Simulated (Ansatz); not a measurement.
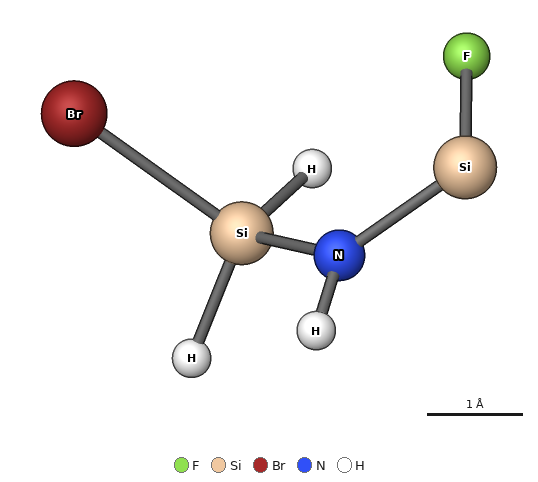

Figure 1. The structure (ball-and-stick view, seen at a tilt). Bond lengths as drawn: Br–Si 2.22 Å, F–Si 1.62 Å, H–N 1.01 Å, H–Si 1.47 to 1.48 Å and N–Si 1.72 to 1.73 Å.

# Si2NH3BrF: single-point calculation

- system: Si2NH3BrF
- method: RHF-MP2, frozen core/def2-QZVPP (Ansatz 0.2.0)

The geometry comes from this level: PBE0-D4/def2-TZVP.

Input file
```yaml
crystal:
  periodic: [false, false, false]
  atoms:
    - {symbol: F, position_ang: [-0.629373, -2.021866, 1.113545]}
    - {symbol: Si, position_ang: [-0.844348, -0.652386, 1.947605]}
    - {symbol: Br, position_ang: [2.442640, -0.029119, -0.925917]}
    - {symbol: N, position_ang: [-0.340746, 0.474289, 0.743746]}
    - {symbol: Si, position_ang: [0.236003, 0.241453, -0.874271]}
    - {symbol: H, position_ang: [-0.340385, 1.437478, 1.059829]}
    - {symbol: H, position_ang: [-0.058196, 1.459098, -1.662178]}
    - {symbol: H, position_ang: [-0.373396, -0.966147, -1.458159]}
basis:
  gaussian: {orbitals: "def2-QZVPP.json"}
correlation: {method: mp2}
```

Run on 4 threads of Arm Neoverse V2, 23 GiB of memory available, shared host.

Command:
```bash
ansatz run in.yaml --threads 4 --pin off --events-out ev --progress --plain --max-ram 10444MiB
```

What the program printed
```
Functional definition: HF
  name "HF"
  cite "Fock, Z. Phys. 61, 126 (1930) doi:10.1007/BF01340294"
  parent pbe
  exchange = exact_x
  correlation = 0
2651 factors; integrals over basis functions are off by at most 7.7e-4 eV
mean field evaluation 1: about -89962.8436 eV, gradient 4.5e1 eV
mean field evaluation 2: about -89962.9724 eV, gradient 4.5e1 eV
mean field evaluation 4: about -89967.1963 eV, gradient 3.4e0 eV
mean field evaluation 8: about -89967.2596 eV, gradient 3.9e-1 eV
mean field -89967.26013800 eV, -3306.2358280724 hartree, gradient 4.0e-6 eV, S^2 0.000000; 0 other end points of the search recorded, 0 dependent functions left out
21 core orbitals not correlated: weight in the atoms' cores, before any rotation towards them, 1.000 or more for the frozen orbitals, at most 0.000 for the correlated occupied ones
reference -89967.26013800 eV, -3306.2358280724 hartree; 20, 20 occupied and 392, 392 virtual orbitals, 2651 factors
second order -36.04684867 eV of doubles, -0.00000000 eV of singles
Total energy: -90003.30698667 eV, -3307.5605253276 hartree
```

Results in brief

```tsv
quantity	value
outcome	converged
total energy	−90003.3070 eV
mean-field energy	−89967.2601 eV
SCF solution under orbital rotations	stable
wall time	17 s (CPU time 63 s)
peak memory	2.4 GiB
```
